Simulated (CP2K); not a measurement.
Band structure of Li₂O (Fm-3m, 3 atoms in the cell).

```xyz
3
Lattice="3.2255 0.0000 0.0000 1.6128 2.7934 0.0000 1.6128 0.9311 2.6336" Properties=species:S:1:pos:R:3 pbc="T T T"
Li     4.8383     2.7934     1.9752
Li     1.6128     0.9311     0.6584
O      0.0000     0.0000     0.0000
```

Method of the run: PBE, GPW, DZVP-MOLOPT-SR-GTH basis, GTH-PBE potentials (GTH_POTENTIALS) (CP2K).

Settings: CUTOFF = 450 Ry; REL_CUTOFF = 50 Ry; SMEAR/METHOD = FERMI_DIRAC; ELECTRONIC_TEMPERATURE = 232.09 K; KPOINTS/SCHEME = MONKHORST-PACK 6 6 6; GAMMA_CENTERED = T; XC_FUNCTIONAL = PBE; Li/BASIS_SET = DZVP-MOLOPT-SR-GTH-q3; Li/POTENTIAL = GTH-PBE-q3; O/BASIS_SET = DZVP-MOLOPT-SR-GTH-q6; O/POTENTIAL = GTH-PBE-q6; METHOD = GPW; EPS_DEFAULT = 1e-10; EXTRAPOLATION = USE_GUESS.

The starting cell comes from a database of computed structures (which also holds hypothetical and non-ambient phases and stackings), without a prior relaxation at this level. Its lattice was rescaled by a random factor within 2.5 % of one. Values carry the incompleteness of an atom-centred basis.

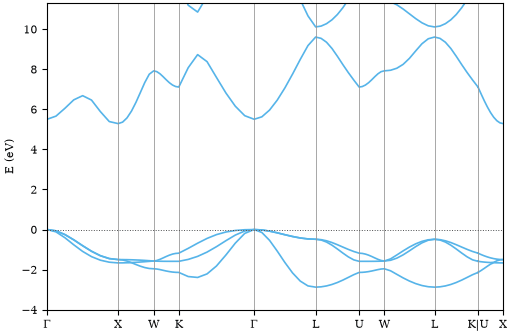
Figure. Bands along the path, energies from the top of the valence band on the SCF mesh.

**Question.** Read off roughly the gap and where its edges lie.

**Answer.** The gap along the path is about 5.3 eV (computed: 5.29 eV), from Γ to X; the smallest direct gap on it is 5.50 eV.

Levels in eV from the top of the valence band on the SCF mesh, bands 3 to 7:
| point | 3 | 4 | 5 | 6 | 7 |
|---|---|---|---|---|---|
| Γ | -15.52 | 0.00 | 0.00 | 0.00 | 5.50 |
| X | -15.22 | -1.67 | -1.50 | -1.50 | 5.29 |
| W | -15.23 | -1.96 | -1.57 | -1.57 | 7.92 |
| K | -15.23 | -2.14 | -1.59 | -1.18 | 7.11 |
| L | -15.28 | -2.88 | -0.49 | -0.49 | 9.61 |
| U | -15.23 | -2.14 | -1.59 | -1.18 | 7.11 |

Higher empty bands are left out: an atom-centred basis made for the valence describes them poorly.
